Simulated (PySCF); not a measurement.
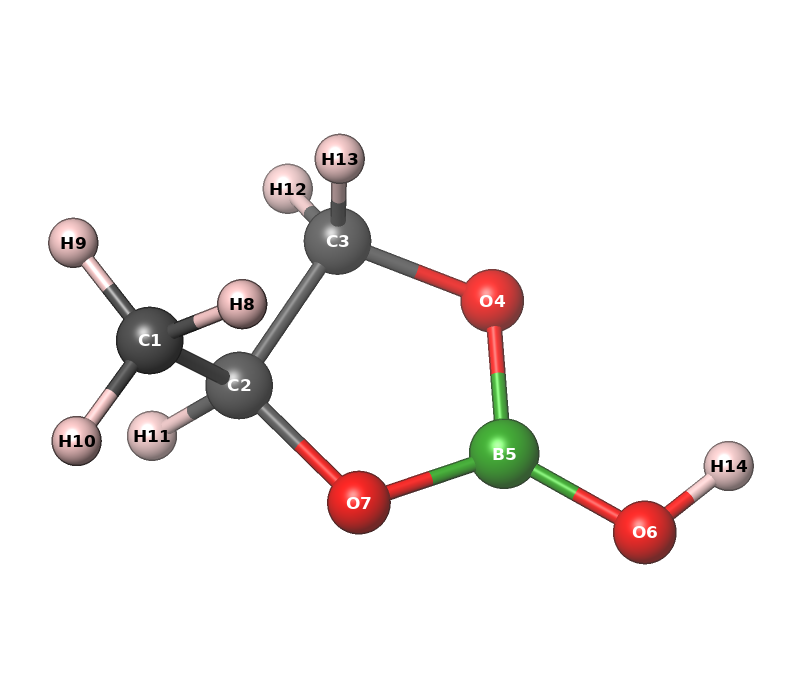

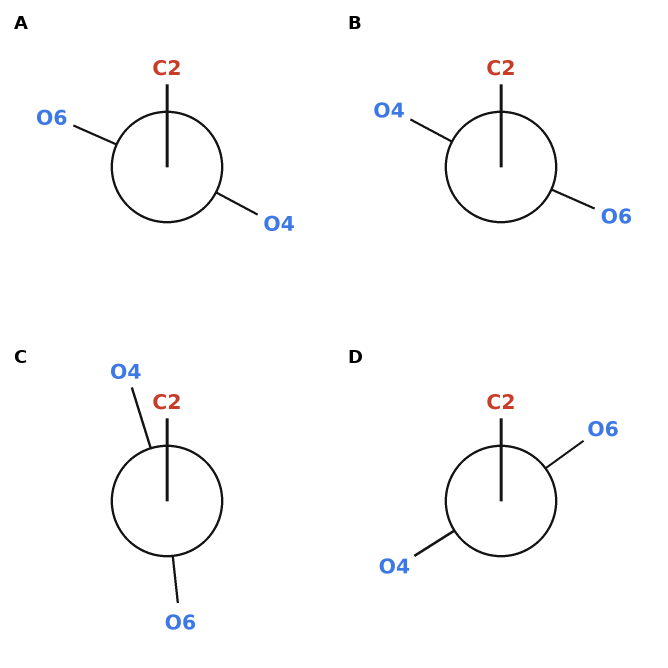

Distant atoms are faded towards the background colour. Bonds that would overlap in a projection are set slightly apart. Geometry: a frame of a GFN2-xTB molecular-dynamics simulation, not a minimum.

> Which Newman projection shows the view along O7–B5, with O7 in front?

C. The torsion angle C2–O7–B5–O4 is −2°, synperiplanar (eclipsed).
